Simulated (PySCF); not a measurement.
**Geometry relaxation of C2H8N2W**

The run: geometry relaxation of C2H8N2W (W(NH)2Me2). Method and program: PBE0-D3(BJ)/def2-SVP geometry optimisation, gas phase (PySCF 2.14.0).

It belongs to a series of runs on one base structure; here: ligand (both): Cl to Me.

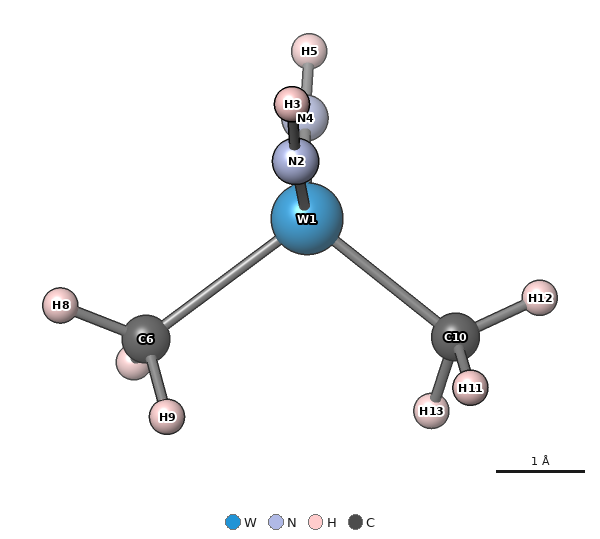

*The starting structure (ball-and-stick view, seen on its broad side; atoms are numbered from 1 in the order of the input). Sticks mark near contacts.*

## Results in brief

```json
{"quantity": "outcome", "value": "converged"}
{"quantity": "total energy", "value": "−257.287407 hartree"}
{"quantity": "dipole moment", "value": "0.41 D"}
{"quantity": "hardware", "value": "1 CPU thread, shared host"}
{"quantity": "wall time", "value": "1.9 min"}
{"quantity": "peak memory", "value": "0.48 GiB"}
```

## Input file
```
{"job": {"xc": "PBE0", "basis": "def2-SVP", "d3": "d3bj", "grid": 1, "maxiter": 30, "shake": 0.03, "kind": "geom"}, "charge": 0, "multiplicity": 1}
W      0.497640    -0.077380     0.321060
N      0.320980     0.024440     2.082520
H      0.553970     0.050960     3.048030
N      2.175250    -0.034180    -0.404550
H      3.087610    -0.078300    -0.502480
C     -0.627200     1.775750    -0.482630
H     -0.371940     1.933560    -1.544460
H     -0.445480     2.748170     0.009560
H     -1.704730     1.528820    -0.341640
C     -0.666360    -1.768450    -0.388710
H     -1.615910    -1.951860     0.175480
H     -0.127890    -2.728190    -0.460550
H     -1.045320    -1.475440    -1.489440
```

The first line tells a small driver script what to run in PySCF; the rest is the geometry in Å.

Run as:
```bash
OMP_NUM_THREADS=1 python <driver script> task.json out
```

## The program's output
```
step   0  E = -257.25070244  max force = 0.178691
step   1  E = -257.28072523  max force = 0.059427
step   2  E = -257.28262099  max force = 0.042349
step   3  E = -257.28587132  max force = 0.005519
step   4  E = -257.28634351  max force = 0.007332
step   5  E = -257.28657343  max force = 0.002168
step   6  E = -257.28675609  max force = 0.002536
step   7  E = -257.28686300  max force = 0.002549
step   8  E = -257.28703704  max force = 0.002183
step   9  E = -257.28718761  max force = 0.001804
step  10  E = -257.28730966  max force = 0.001466
step  11  E = -257.28737145  max force = 0.001783
step  12  E = -257.28739745  max force = 0.000647
step  13  E = -257.28740725  max force = 0.000396
optimisation converged
```

## Trajectory as extended XYZ (Å, eV, eV/Å), 8 of the 14 frames kept, from step=0 to step=13
```
13
Properties=species:S:1:pos:R:3:forces:R:3 step=0 energy=-7000.14817
W     0.4976   -0.0774    0.3211    0.7943   1.8900  -1.1358
N     0.3210    0.0244    2.0825   -0.0684  -0.3483  -2.4252
H     0.5540    0.0510    3.0480    0.3936   0.0824   1.0105
N     2.1753   -0.0342   -0.4046   -9.1887  -0.1780   1.8348
H     3.0876   -0.0783   -0.5025    6.1020  -0.1847  -0.4174
C    -0.6272    1.7757   -0.4826    0.8373  -1.1650   0.7057
H    -0.3719    1.9336   -1.5445   -0.1491  -0.2928  -0.0021
H    -0.4455    2.7482    0.0096    0.1278  -0.3153   0.2275
H    -1.7047    1.5288   -0.3416    0.3259   0.0054  -0.1573
C    -0.6664   -1.7685   -0.3887   -0.7976   0.7239  -1.5005
H    -1.6159   -1.9519    0.1755    0.6001   0.2047  -0.0048
H    -0.1279   -2.7282   -0.4606   -0.0029   0.0630  -0.1047
H    -1.0453   -1.4754   -1.4894    1.0259  -0.4853   1.9694
13
Properties=species:S:1:pos:R:3:forces:R:3 step=2 energy=-7001.01672
W     0.3534    0.0124    0.2389    2.1777  -0.9063   0.9916
N     0.2678    0.0628    2.0039   -0.1436  -0.0404  -0.7003
H     0.6114    0.0590    2.9630    0.0374   0.0129  -0.2155
N     2.0174   -0.0249   -0.4075   -0.9534  -0.0327   0.2487
H     3.0454   -0.0787   -0.4086   -0.6675   0.0715   0.1527
C    -0.5886    1.7000   -0.4568   -0.1675   0.8023  -0.3117
H    -0.3606    1.8436   -1.5246   -0.0914   0.0448  -0.0574
H    -0.3416    2.6244    0.0838   -0.0390   0.0621  -0.0191
H    -1.6649    1.4978   -0.3204   -0.1555   0.0590   0.0013
C    -0.6706   -1.7179   -0.4181    0.1530  -0.2021   0.3418
H    -1.5801   -1.8982    0.1718   -0.0578  -0.0076   0.0911
H    -0.0889   -2.6510   -0.4625    0.0352   0.0379   0.0694
H    -0.9696   -1.4814   -1.4407   -0.1275   0.0986  -0.5927
13
Properties=species:S:1:pos:R:3:forces:R:3 step=4 energy=-7001.11801
W     0.3461   -0.0020    0.2436   -0.3770  -0.0401  -0.0854
N     0.2662    0.0377    1.9885   -0.0428  -0.0330   0.2128
H     0.6482    0.0286    2.9278    0.0504   0.0192   0.0304
N     1.9692   -0.0483   -0.3923    0.2590  -0.0234  -0.1659
H     2.9806   -0.0894   -0.3459    0.0783   0.0215   0.0394
C    -0.5938    1.7585   -0.4674   -0.0084   0.0170  -0.0055
H    -0.3901    1.9053   -1.5406   -0.0206   0.0011  -0.0039
H    -0.3208    2.6787    0.0702    0.0161   0.0026  -0.0073
H    -1.6798    1.5961   -0.3206    0.0108   0.0361   0.0035
C    -0.6507   -1.7565   -0.4171   -0.0333   0.0395  -0.1643
H    -1.5653   -1.9399    0.1705    0.0060   0.0097  -0.0337
H    -0.0454   -2.6751   -0.4211    0.0148   0.0074   0.0316
H    -0.9339   -1.5458   -1.4733    0.0468  -0.0577   0.1483
13
Properties=species:S:1:pos:R:3:forces:R:3 step=6 energy=-7001.12924
W     0.3114   -0.0044    0.2345    0.1304  -0.0334  -0.0108
N     0.2412    0.0250    1.9847    0.0105  -0.0276  -0.0242
H     0.6649    0.0189    2.9077   -0.0214   0.0150  -0.0039
N     1.9467   -0.0432   -0.3921   -0.0935   0.0299   0.0476
H     2.9573   -0.0583   -0.2966    0.0052  -0.0030  -0.0115
C    -0.5987    1.7797   -0.4666   -0.0797  -0.0050   0.0070
H    -0.4180    1.9215   -1.5448    0.0147  -0.0107  -0.0009
H    -0.2730    2.6873    0.0640    0.0296  -0.0004  -0.0136
H    -1.6879    1.6742   -0.2977    0.0101   0.0104   0.0184
C    -0.6427   -1.7820   -0.4306    0.0080   0.0475   0.0164
H    -1.5761   -1.9658    0.1250   -0.0198  -0.0010  -0.0142
H    -0.0131   -2.6819   -0.3660    0.0028  -0.0060   0.0256
H    -0.8814   -1.6230   -1.4993    0.0031  -0.0156  -0.0359
13
Properties=species:S:1:pos:R:3:forces:R:3 step=7 energy=-7001.13215
W     0.3001   -0.0074    0.2316    0.1311   0.0206   0.0553
N     0.2278    0.0184    1.9833    0.0273  -0.0305  -0.0976
H     0.6598    0.0180    2.9027   -0.0348   0.0111  -0.0019
N     1.9374   -0.0343   -0.3901   -0.0907   0.0300   0.0702
H     2.9469   -0.0352   -0.2802    0.0056  -0.0114  -0.0278
C    -0.6029    1.7834   -0.4639   -0.0698  -0.0015   0.0137
H    -0.4348    1.9170   -1.5454    0.0099  -0.0148  -0.0033
H    -0.2448    2.6855    0.0557    0.0243  -0.0022  -0.0147
H    -1.6910    1.7069   -0.2762    0.0105   0.0009   0.0163
C    -0.6365   -1.7905   -0.4389   -0.0048   0.0122   0.0283
H    -1.5854   -1.9701    0.0916   -0.0121   0.0047  -0.0048
H    -0.0021   -2.6833   -0.3309   -0.0092  -0.0119   0.0147
H    -0.8439   -1.6605   -1.5171    0.0128  -0.0072  -0.0483
13
Properties=species:S:1:pos:R:3:forces:R:3 step=9 energy=-7001.14098
W     0.2819   -0.0095    0.2288   -0.0200   0.0365   0.0605
N     0.1822   -0.0067    1.9794    0.0324  -0.0014  -0.0928
H     0.5972    0.0112    2.9062   -0.0278  -0.0103   0.0047
N     1.9253    0.0067   -0.3727    0.0164   0.0225   0.0450
H     2.9337    0.0378   -0.2532   -0.0146  -0.0227  -0.0278
C    -0.6240    1.7860   -0.4519    0.0518   0.0083   0.0209
H    -0.5170    1.8694   -1.5469   -0.0284  -0.0124  -0.0092
H    -0.1574    2.6765   -0.0010   -0.0141   0.0067  -0.0113
H    -1.6943    1.7949   -0.1812   -0.0086  -0.0151   0.0016
C    -0.6059   -1.8073   -0.4677    0.0120  -0.0488   0.0034
H    -1.6158   -1.9474   -0.0471    0.0024   0.0303   0.0128
H    -0.0013   -2.6889   -0.1998   -0.0274  -0.0099  -0.0096
H    -0.6740   -1.7746   -1.5705    0.0259   0.0164   0.0017
13
Properties=species:S:1:pos:R:3:forces:R:3 step=11 energy=-7001.14598
W     0.2948   -0.0033    0.2346   -0.0917  -0.0310   0.0389
N     0.1666   -0.0178    1.9816   -0.0121   0.0303  -0.0149
H     0.5383   -0.0020    2.9261    0.0152  -0.0184  -0.0002
N     1.9424    0.0248   -0.3515    0.0622   0.0074  -0.0369
H     2.9526    0.0452   -0.2521   -0.0037  -0.0048   0.0151
C    -0.6337    1.7776   -0.4502    0.0472   0.0106   0.0103
H    -0.5828    1.8163   -1.5525   -0.0137  -0.0032  -0.0028
H    -0.1421    2.6829   -0.0602   -0.0158   0.0086  -0.0072
H    -1.6889    1.7992   -0.1273   -0.0067  -0.0069  -0.0026
C    -0.5834   -1.7993   -0.4781    0.0424  -0.0224  -0.0137
H    -1.6257   -1.8818   -0.1252   -0.0030   0.0185  -0.0017
H    -0.0405   -2.6964   -0.1400   -0.0129   0.0007  -0.0002
H    -0.5670   -1.7975   -1.5831   -0.0074   0.0105   0.0157
13
Properties=species:S:1:pos:R:3:forces:R:3 step=13 energy=-7001.14696
W     0.2994   -0.0024    0.2375    0.0084  -0.0192   0.0008
N     0.1676   -0.0182    1.9838   -0.0100   0.0204   0.0051
H     0.5405   -0.0096    2.9280    0.0073  -0.0126  -0.0021
N     1.9507    0.0227   -0.3421   -0.0074   0.0010  -0.0124
H     2.9598    0.0350   -0.2324    0.0045   0.0018   0.0092
C    -0.6316    1.7751   -0.4524   -0.0129   0.0033   0.0025
H    -0.5960    1.8006   -1.5559    0.0082  -0.0016  -0.0003
H    -0.1497    2.6919   -0.0785    0.0020   0.0003  -0.0020
H    -1.6851    1.7887   -0.1216    0.0025  -0.0005   0.0004
C    -0.5808   -1.7939   -0.4813    0.0074   0.0127   0.0076
H    -1.6299   -1.8505   -0.1423   -0.0042  -0.0024  -0.0046
H    -0.0633   -2.7022   -0.1354   -0.0019  -0.0009   0.0031
H    -0.5511   -1.7892   -1.5853   -0.0039  -0.0023  -0.0072
```

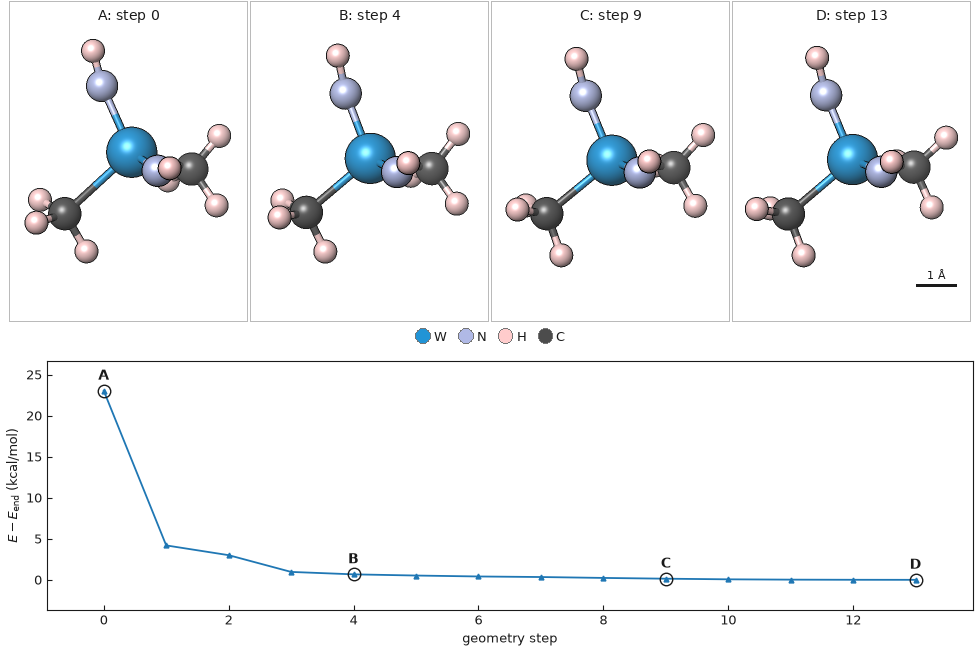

*Frames of the relaxation (ball-and-stick view, seen at a tilt) above the curves, on which the letters mark them (steps are counted from 0).*

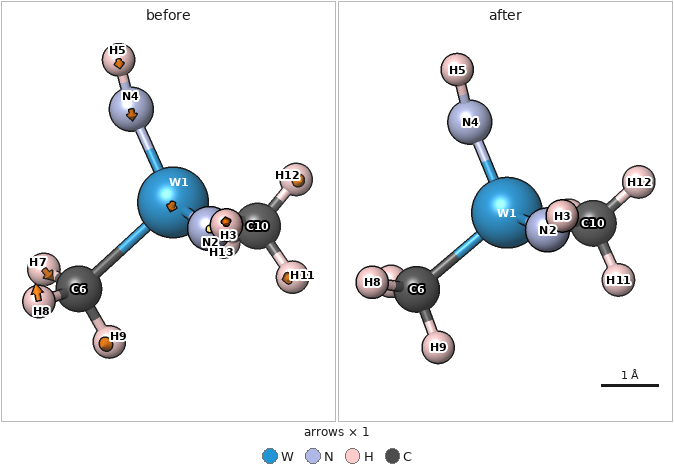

*Before (left) and after (right) the relaxation, at one scale (ball-and-stick view, seen at a tilt). The orange arrows give the displacements, at true length.*

Over 13 geometry steps the energy falls by 23.0 kcal/mol. Largest force component: 9.2 eV/Å at the start, 0.02 eV/Å at the end. The atom that moves furthest after the best rigid fit is H13 (0.50 Å). By element the largest moves are H 0.50 Å, N 0.25 Å, W 0.22 Å, C 0.08 Å. Distances before and after: W1–C6 2.312 → 2.122 Å, N4–H5 0.919 → 1.015 Å, C10–H13 1.200 → 1.104 Å, W1–N4 1.828 → 1.750 Å. Among the angles that change: C6–W1–C10 104.5° → 114.5°, W1–N4–H5 162.3° → 154.5°, W1–N2–H3 160.6° → 154.1°. (Atoms are counted from 1 in the order of the input.)
